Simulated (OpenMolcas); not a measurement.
**A ladder of methods for AlH (SMILES [AlH])**

AlH: 2 atoms, total charge 0, spin state singlet. SMILES: `[AlH]`. Geometry: relaxed at PBE0-D4/def2-TZVP.

```jsonl
{"atom": "Al", "x (Å)": "0.0000", "y (Å)": "0.0000", "z (Å)": "-0.0256"}
{"atom": "H", "x (Å)": "0.0000", "y (Å)": "0.0000", "z (Å)": "1.6391"}
```

Each level gives the energy change with the Al1–H2 bond stretched from 1.665 to 2.824 Å (eV). The values are calculated.

| level | kind | program | value (eV) | less FCI/6-311G |
| --- | --- | --- | --- | --- |
| HF/6-311G (restricted) | Hartree–Fock | OpenMolcas | 1.98 | +0.55 |
| SVWN5/6-311G (restricted) | LDA | OpenMolcas | 1.60 | +0.17 |
| PBE/6-311G (restricted) | GGA | OpenMolcas | 1.59 | +0.16 |
| r2SCAN/6-311G (restricted) | meta-GGA | OpenMolcas | 1.72 | +0.29 |
| PBE0/6-311G (restricted) | global hybrid | OpenMolcas | 1.77 | +0.34 |
| MP2/6-311G (restricted) | perturbation theory | OpenMolcas | 1.75 | +0.32 |
| ACPF/6-311G (restricted) | coupled cluster or CI | OpenMolcas | 1.41 | -0.02 |
| CCSD(T)/6-311G (restricted) | coupled cluster or CI | OpenMolcas | 1.43 | 0.00 |
| FCI/6-311G | exact in the basis | OpenMolcas | 1.43 | 0.00 |

FCI/6-311G is exact within its basis and frozen core, so for wave-function methods in that basis the difference is their error; functionals converge differently with the basis, so for them it is only a difference. Spin-restricted single references rise too steeply as a bond breaks, Hartree–Fock most of all. The first shape isn't each level's own minimum. The values span 1.41 to 1.98 eV.

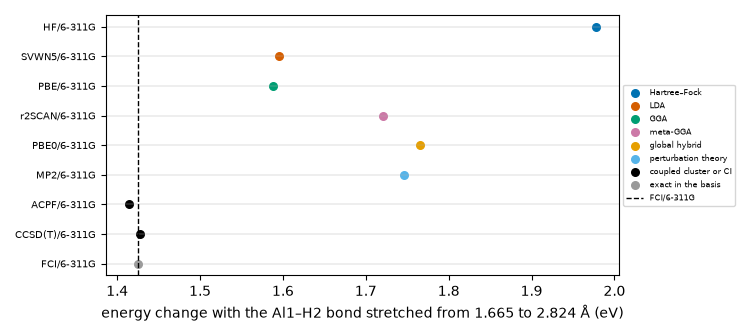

The values of the table, level by level.
